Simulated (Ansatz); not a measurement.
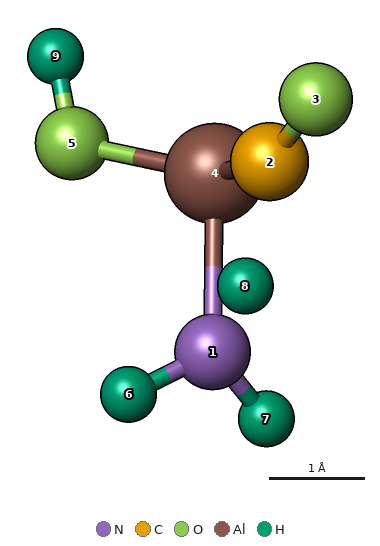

Fig. 1: The structure as given in the input (ball-and-stick view, seen at a tilt; atoms are numbered from 1 in the order of the input). Sticks mark near contacts.

## Run report: CH$_{4}$AlNO$_{2}$, phonon calculation

- system: CH$_{4}$AlNO$_{2}$
- method: RKS PBE/def2-SVP (Ansatz 0.2.0)

It belongs to a series of runs on one base structure; here: vibrations at the highest image of the band. Figures and captions count atoms from 1; the log counts them from 0 in places.

### The input
```yaml
crystal:
  periodic: [false, false, false]
  atoms:
    - { symbol: "N", position_ang: [-0.268768, 0.843695, 0.918354] }
    - { symbol: C, position_ang: [-0.209426, -1.687249, 0.383069] }
    - { symbol: O, position_ang: [-0.350623, -2.858968, 0.469862] }
    - { symbol: Al, position_ang: [-0.337618, 0.063477, -0.875024] }
    - { symbol: O, position_ang: [0.835852, 0.903187, -1.857421] }
    - { symbol: H, position_ang: [0.623408, 1.183567, 1.298785] }
    - { symbol: H, position_ang: [-1.007792, 1.469784, 1.256347] }
    - { symbol: H, position_ang: [-0.166669, -0.551417, 1.156513] }
    - { symbol: H, position_ang: [0.970037, 0.587825, -2.767586] }
basis:
  gaussian: { orbitals: def2-SVP }
hamiltonian:
  xc: pbe
phonons: {}
```

Launch command:
```bash
ansatz run input.yaml --threads 2 --pin off --max-ram 3072MiB --backend cpu --events-out ev --progress --plain --runs-dir out
```

### The program's output
```
Engine: ansatz 0.2.0, aarch64-unknown-linux-gnu
Functional definition: PBE
  parameter kappa = 0.804
  parameter beta = 0.06672455060314922
  exchange = pbe_x(kappa = kappa, mu = beta*pi^2/3)
  correlation = pbe_c(beta = beta)
1041 factors; their error is unknown
mean field evaluation 1: about -13246.7854 eV, gradient 9.1e1 eV
mean field evaluation 2: about -13158.5645 eV, gradient 2.1e2 eV
mean field evaluation 4: about -13261.0968 eV, gradient 3.5e1 eV
mean field evaluation 8: about -13264.6240 eV, gradient 1.4e0 eV
mean field evaluation 16: about -13264.5801 eV, gradient 6.3e-4 eV
mean field -13264.58008039 eV, -487.4643268992 hartree, gradient 3.7e-5 eV, S^2 0.000000; 1 other end points of the search recorded, 0 dependent functions left out
the calculation of the forces begins
reference -13264.58011836 eV, -487.4643282944 hartree; 23, 23 occupied and 71, 71 virtual orbitals, 1041 factors
these checks for a lower state are left out or cut short: stability, starts, cluster_reference, orbital_swaps, neighbouring_geometries, increment
1041 factors; their error is unknown
mean field -13264.57996014 eV, -487.4643224801 hartree, gradient 2.1e-6 eV, S^2 0.000000; 0 other end points of the search recorded, 0 dependent functions left out
[... from here on the field's lines of each further geometry are left out, up to the last ...]
the calculation of the forces begins
reference -13264.57998621 eV, -487.4643234382 hartree; 23, 23 occupied and 71, 71 virtual orbitals, 1041 factors
these checks for a lower state are left out or cut short: stability, starts, cluster_reference, orbital_swaps, neighbouring_geometries, increment
1041 factors; their error is unknown
mean field -13264.57993810 eV, -487.4643216700 hartree, gradient 1.1e-6 eV, S^2 0.000000; 0 other end points of the search recorded, 0 dependent functions left out
the calculation of the forces begins
reference -13264.57997608 eV, -487.4643230657 hartree; 23, 23 occupied and 71, 71 virtual orbitals, 1041 factors
WARN: phonons: modes at or below zero, which the zero-point energy, F, S and C_V leave out: 1, the lowest at -1273.26 cm⁻¹. A minimum has none, and a first-order saddle one
Total energy: -13264.58011836 eV, -487.4643282944 hartree
Atom 0 at    -0.268768     0.843695     0.918354 Å, force     0.023705    -0.011872     0.003321 eV/Å
Atom 1 at    -0.209426    -1.687249     0.383069 Å, force     0.012857     0.003730    -0.000387 eV/Å
Atom 2 at    -0.350623    -2.858968     0.469862 Å, force    -0.006571    -0.004073    -0.000482 eV/Å
Atom 3 at    -0.337618     0.063477    -0.875024 Å, force    -0.015709     0.003189    -0.009761 eV/Å
Atom 4 at     0.835852     0.903187    -1.857421 Å, force    -0.004180    -0.021695     0.001795 eV/Å
Atom 5 at     0.623408     1.183567     1.298785 Å, force    -0.004073     0.007104    -0.003052 eV/Å
Atom 6 at    -1.007792     1.469784     1.256347 Å, force    -0.004921    -0.012743     0.005196 eV/Å
Atom 7 at    -0.166669    -0.551417     1.156513 Å, force    -0.009590     0.023426     0.001061 eV/Å
Atom 8 at     0.970037     0.587825    -2.767586 Å, force     0.008482     0.012934     0.002310 eV/Å
Dipole moment:    -0.027346     0.408307     0.120439 e Å
Vibrations: -1273.26 83.73 167.22 200.07 275.47 306.19 416.05 459.24 519.14 562.80 605.67 626.60 661.76 790.62 1296.54 1467.80 1572.76 1889.55 3444.97 3531.48 3774.32 cm⁻¹, zero-point energy 1.404244 eV
```

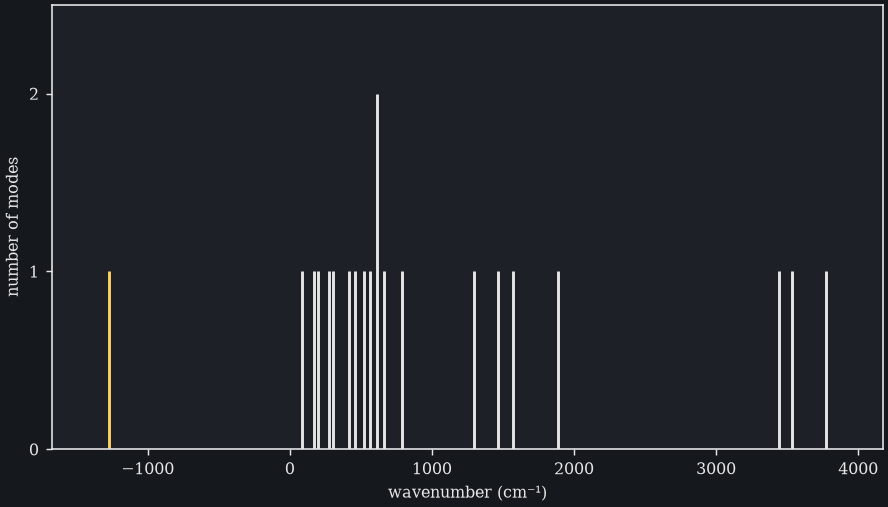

Fig. 2: Harmonic vibrational wavenumbers from the force constants; neighbouring modes closer than 23 cm⁻¹ are counted in one stick, and imaginary ones are drawn at negative wavenumbers. 21 modes from 1273i to 3774 cm⁻¹, 1 imaginary beyond 8i (1273i cm⁻¹): a first-order saddle point, if the geometry is stationary.

### Results in brief

- outcome: converged
- total energy: −13264.5801 eV
- mean-field energy: −13264.5801 eV
- largest force (length of the vector): 0.027 eV/Å
- hardware: 2 threads of Arm Neoverse V1, 24 GiB of memory available, shared host
- wall time: 50 s (CPU time 95 s)
- peak memory: 0.12 GiB
